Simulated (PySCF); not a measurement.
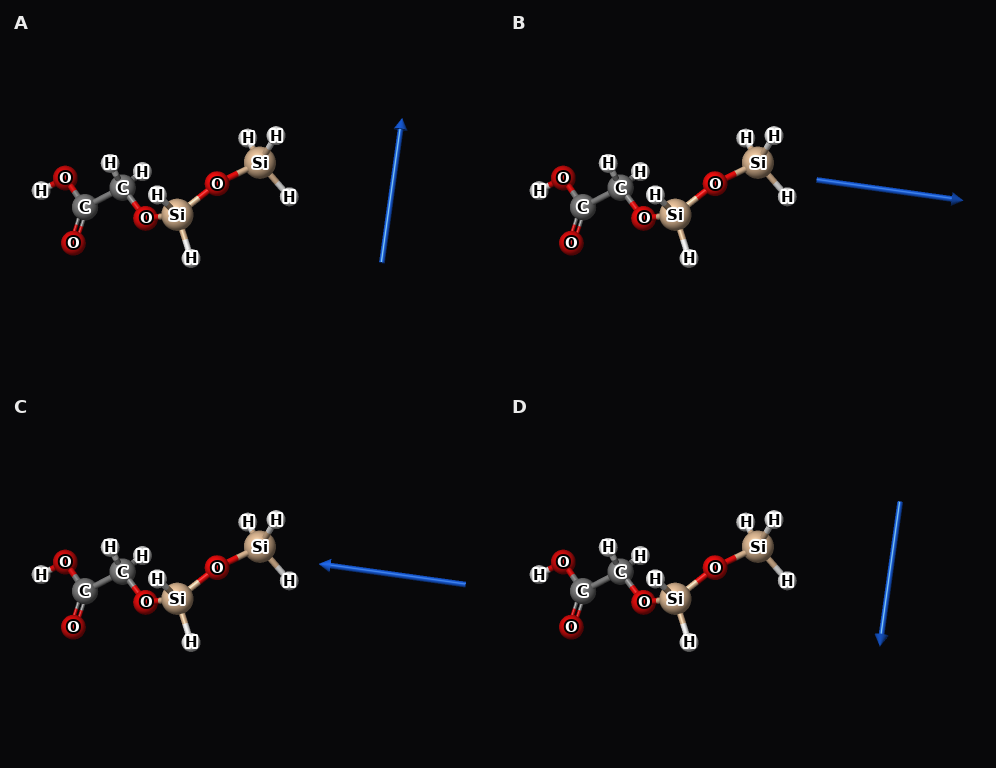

The same molecule four times, each with an arrow. The computed structure is the end point of a GFN2-xTB optimisation. No frequency run is at hand to confirm it as a minimum. Method: PBE0/def2-SVPD, gas phase (PySCF 2.14.0).

Which arrow points along the dipole moment, from the negative to the positive end?

Answer. A. The dipole moment is 2.42 D.

The geometry is semi-empirical. Around Si such bond lengths and angles can be off by a tenth of an ångström or more and by several degrees, and values that hang on the shape move with them.
